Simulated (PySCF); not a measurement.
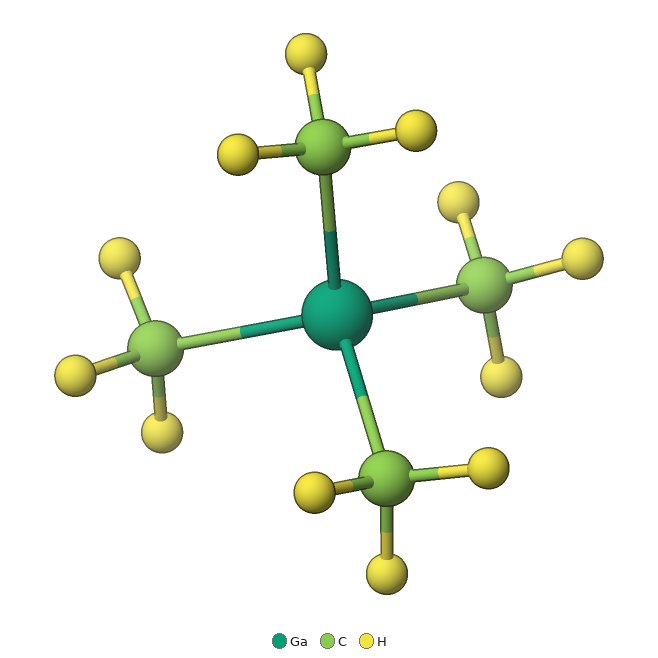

State: charge −1, singlet. Computed geometry: PBE0-D3(BJ)/def2-SVP optimisation. No frequency run is at hand to confirm it as a minimum.

Draw it as a skeletal formula.

SMILES: [CH3][Ga-]([CH3])([CH3])[CH3]

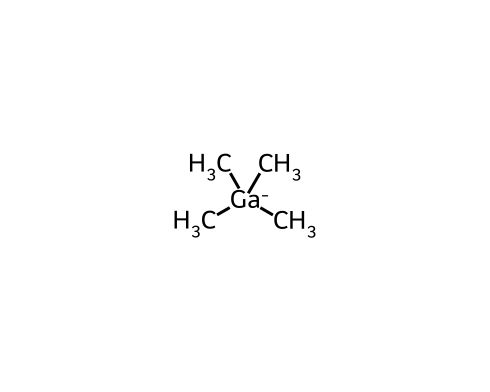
